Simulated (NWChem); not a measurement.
**One shape, several levels: doublet [Li2]+**

Wanted: a comparison of 3 runs (UBLYP/aug-cc-pVTZ, UM06-L/aug-cc-pVTZ, UPBE0/aug-cc-pVTZ) of doublet [Li2]+. 

The results are computed with NWChem 7.3.0.

## 1. The system as given

The species is [Li2]+ (2 atoms), meant as a doublet with charge +1. SMILES of the parent species: `[Li][Li]`. The bond length is the one measured for the parent species. That shape belongs to the parent species and isn't relaxed for this state.

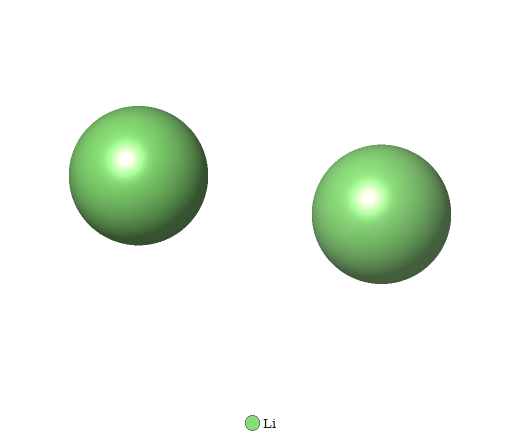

The structure, seen from a chosen angle (lithium green).

## 2. A single-point energy at UBLYP/aug-cc-pVTZ (run 1)

Contents of mol.nw:

```
echo
start mol
title "Li2 BLYP"
memory 2200 mb
charge 1
geometry noautosym nocenter noautoz
 Li    0.000000    0.000000    0.000000
 Li    0.000000    0.000000    2.672900
end
basis spherical bse
 * library aug-cc-pVTZ
end
dft
 xc becke88 lyp
 mult 2
 grid fine
 convergence energy 1e-08
 iterations 100
 mulliken
end
task dft energy
```

Launch:

```bash
$ nwchem mol.nw > mol.out
```

Standard output:

```text
[...]
          Wavefunction type:  spin polarized.
          No. of atoms     :     2
          No. of electrons :     5
[...]
          Charge           :     1
          Spin multiplicity:     2
[...]
          AO basis - number of functions:    92
[...]
              XC Information
              --------------
                    Becke 1988 Exchange Functional  1.000
              Lee-Yang-Parr Correlation Functional  1.000
[...]
 d= 0,ls=0.0,diis     1    -14.7892940817 -1.66D+01  9.47D-03  3.18D-02     1.3
[...]
 d= 0,ls=0.0,diis     6    -14.8034339088 -1.88D-09  2.60D-08  1.27D-12     6.5
[...]
         Total DFT energy =      -14.803433908775
      One electron energy =      -21.840847638900
           Coulomb energy =        8.816533265288
    Exchange-Corr. energy =       -3.560927773780
 Nuclear repulsion energy =        1.781808238616
[...]
      Total Density - Mulliken Population Analysis
     ---------------------------------------------
    Atom       Charge   Shell Charges
 -----------   ------   -------------------------------------------------------
    1 Li   3     2.50   2.02 -0.05  0.33  0.10 -0.00  0.06  0.06 -0.02  0.01  0.00  0.01 -0.01  0.00 -0.00
    2 Li   3     2.50   2.02 -0.05  0.33  0.10 -0.00  0.06  0.06 -0.02  0.01  0.00  0.01 -0.01  0.00 -0.00
[...]
      <S2> =      0.7500 (Exact =     0.7500)
[...]
```

It took 7.2 s on 1 thread of Intel Xeon 6975P-C (Granite Rapids), shared host; peak memory 0.11 GiB.

## 3. The energy at UM06-L/aug-cc-pVTZ (run 2)

Contents of calc.xyz:

```xyz
2
lithium dimer
Li     0.000000     0.000000     0.000000
Li     0.000000     0.000000     2.672900
```

Contents of run.py:

```python
from ase.io import read
from ase.calculators.nwchem import NWChem

molecule = read('calc.xyz')

calc = NWChem(
    label='calc',
    theory='dft',
    memory='2200 mb',
    basis='aug-cc-pVTZ',
    basispar='spherical bse',
    charge=1,
    dft={'xc': 'm06-l', 'mult': '2', 'grid': 'fine', 'convergence': 'energy 1e-08', 'iterations': '100', 'mulliken': None},
    task='energy',
)
molecule.calc = calc

print("Total energy (eV):", round(molecule.get_potential_energy(), 6))
```

Launch:

```bash
$ export ASE_NWCHEM_COMMAND="nwchem PREFIX.nwi > PREFIX.nwo"
$ python run.py
```

Standard output:

```text
Total energy (eV): -403.400658
```

The calculator wrote calc.nwi:

```
title "calc"

permanent_dir calc

scratch_dir calc

start calc

geometry units angstrom nocenter noautosym noautoz
  Li 0.0000000000000000e+00 0.0000000000000000e+00 0.0000000000000000e+00
  Li 0.0000000000000000e+00 0.0000000000000000e+00 2.6728999999999998e+00
end

charge 1

memory 2200 mb

basis spherical bse noprint
   * library aug-cc-pVTZ
end

dft
  xc m06-l
  mult 2
  grid fine
  convergence energy 1e-08
  iterations 100
  mulliken
end

task dft energy
```

calc.nwo:

```text
Northwest Computational Chemistry Package (NWChem) 7.3.0
             --------------------------------------------------------

           Job information
           ---------------

    nwchem branch   = 7.3.0
    use scalapack   = T
    input           = calc.nwi
    prefix          = calc.
    data base       = calc/calc.db
    status          = startup
    nproc           =        1

           Memory information
           ------------------

    heap     =     72089600 doubles =      550.0 Mbytes
    stack    =     72089597 doubles =      550.0 Mbytes
    global   =    144179200 doubles =     1100.0 Mbytes (distinct from heap & stack)
    total    =    288358397 doubles =     2200.0 Mbytes
    verify   = yes
    hardfail = no

           Directory information
           ---------------------

  0 permanent = calc
  0 scratch   = calc

                                NWChem Input Module
                                -------------------

                                       calc
                                       ----

[... 20 lines left out ...]
            Nuclear Dipole moment (a.u.)
[... 37 lines left out ...]
  convergence criterion.
[... 16 lines left out ...]
          Convergence on density requested:  1.00D-05
[... 18 lines left out ...]
          Spatial weights used:  Erf1
[... 3 lines left out ...]
          Convergence aids based upon iterative change in
[... 72 lines left out ...]
         Total DFT energy =      -14.824700869416
[... 1 line left out ...]
           Coulomb energy =        8.865127722379
[... 1 line left out ...]
 Nuclear repulsion energy =        1.781808238616
[... 678 lines left out ...]
                     DFT Final Beta Molecular Orbital Analysis
[... 722 lines left out ...]
   alpha     81     82     83     84     85     86     87     88     89     90
    beta     67     71     74     89     90     83     88     80     86     85
 overlap   0.942  0.949  0.868  0.657  0.657  0.938  0.926  0.896  0.964  0.964

   alpha     91     92
    beta     91     92
 overlap   0.992  0.996

     --------------------------
     Expectation value of S2:
     --------------------------
      <S2> =      0.7502 (Exact =     0.7500)

 center of mass
 --------------
 x =   0.00000000 y =   0.00000000 z =   2.52552430

 moments of inertia (a.u.)
 ------------------
          89.499926412540           0.000000000000           0.000000000000
           0.000000000000          89.499926412540           0.000000000000
           0.000000000000           0.000000000000           0.000000000000

     Multipole analysis of the density
     ---------------------------------

     L   x y z        total         alpha         beta         nuclear
     -   - - -        -----         -----         ----         -------
     0   0 0 0      1.000000     -3.000000     -2.000000      6.000000

     1   1 0 0      0.000000      0.000000     -0.000000      0.000000
[... 8 lines of this table left out ...]
     2   0 0 2     16.239402    -34.463681    -25.836193     76.539276

 Task  times  cpu:       11.0s     wall:       11.0s
 Total times  cpu:       11.0s     wall:       11.0s
```

Run time: 13 s. Hardware: 1 thread of Intel Xeon 6975P-C (Granite Rapids), shared host; peak memory 0.11 GiB.

## 4. A single-point energy at UPBE0/aug-cc-pVTZ (run 3)

Contents of mol.nw:

```
start mol
memory 2200 mb
charge 1

geometry units angstrom noautosym nocenter noautoz
  Li       0.000000       0.000000       0.000000
  Li       0.000000       0.000000       2.672900
end

basis "ao basis" spherical bse
  * library aug-cc-pVTZ
end

dft
  xc pbe0
  mult 2
  grid fine
  convergence energy 1e-08
  iterations 100
  mulliken
  print medium
end

task dft energy
```

Launch:

```bash
$ nwchem mol.nw > mol.out
```

Standard output:

```text
[...]
          Wavefunction type:  spin polarized.
          No. of atoms     :     2
          No. of electrons :     5
[...]
          Charge           :     1
          Spin multiplicity:     2
[...]
          AO basis - number of functions:    92
[...]
              XC Information
              --------------
                         PBE0 Method XC Functional
                     Hartree-Fock (Exact) Exchange  0.250
          PerdewBurkeErnzerhof Exchange Functional  0.750
            Perdew 1991 LDA Correlation Functional  1.000 local
           PerdewBurkeErnz. Correlation Functional  1.000 non-local
[...]
 d= 0,ls=0.0,diis     1    -14.7583112357 -1.65D+01  6.99D-03  3.33D-02     1.3
[...]
 d= 0,ls=0.0,diis     6    -14.7728211359 -3.10D-09  1.01D-07  5.70D-12     6.5
[...]
         Total DFT energy =      -14.772821135861
      One electron energy =      -21.846404483265
           Coulomb energy =        8.824856567026
    Exchange-Corr. energy =       -3.533081458238
 Nuclear repulsion energy =        1.781808238616
[...]
      Total Density - Mulliken Population Analysis
     ---------------------------------------------
    Atom       Charge   Shell Charges
 -----------   ------   -------------------------------------------------------
    1 Li   3     2.50   2.00 -0.03  0.28  0.10 -0.00  0.07  0.08 -0.01  0.00  0.00  0.01 -0.00  0.00 -0.00
    2 Li   3     2.50   2.00 -0.03  0.28  0.10 -0.00  0.07  0.08 -0.01  0.00  0.00  0.01 -0.00  0.00 -0.00
[...]
      <S2> =      0.7500 (Exact =     0.7500)
[...]
```

It took 7.2 s on 1 thread of Intel Xeon 6975P-C (Granite Rapids), shared host; peak memory 0.11 GiB.

## 5. All runs side by side

```
run               level  energy (Eh)  HOMO energy (eV)  LUMO energy (eV)   ⟨S²⟩  wall time
  1   UBLYP/aug-cc-pVTZ   -14.803434             -8.73             -6.93  0.750      7.2 s
  2  UM06-L/aug-cc-pVTZ   -14.824701             -8.56             -5.45  0.750       13 s
  3   UPBE0/aug-cc-pVTZ   -14.772821             -9.72             -5.62  0.750      7.2 s
```

## 6. Results

| quantity | value |
| --- | --- |
| run 3: total energy | -14.77282 Eh |
| run 3: HOMO energy (highest over α and β) | -9.72 eV |
| run 3: LUMO energy (lowest over α and β) | -5.62 eV |
| run 3: ⟨S²⟩ | 0.750 |

Totals of different functionals can't be ranked against each other. All runs together took 27 s, the longest 13 s.
